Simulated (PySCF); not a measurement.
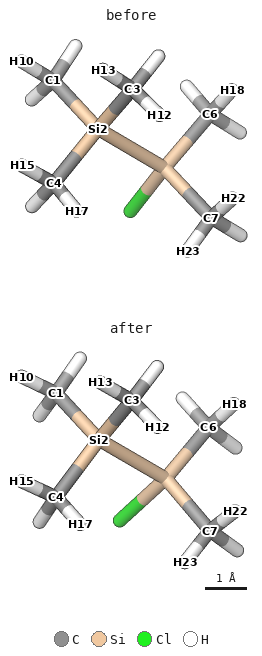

The structure of C₅H₁₅ClSi₂ before (top) and after (bottom) a relaxation, at one scale.

The picture is a stick view, seen at a tilt.

The start comes from GFN2-xTB. Its atoms were then displaced at random by about 0.01 Å.

Computed with PySCF 2.14.0, density-fitted response routines, PBE0-D3(BJ)/def2-SVP geometry optimisation, gas phase. 

Question: What changed between the two?

Answer: The Cl atom moves most after the best rigid fit: 0.32 Å. Largest moves by element: Cl 0.32 Å, H 0.23 Å, Si 0.11 Å, C 0.09 Å. Among the contacts that change: Cl–Si 2.051 → 2.110 Å, C–Si 1.919 → 1.877 Å, C–H 1.061 → 1.101 Å, C–Si 1.909 → 1.889 Å. Among the angles between lasting bonds that change: Si–Si–Cl 112.3° → 103.5°, C–Si–C 107.0° → 110.7°, C–Si–Si 110.9° → 107.6°. After 11 geometry steps the energy has fallen by 28.8 kJ/mol. The run took 7 min on 1 thread of Arm Neoverse N1, on a shared host.
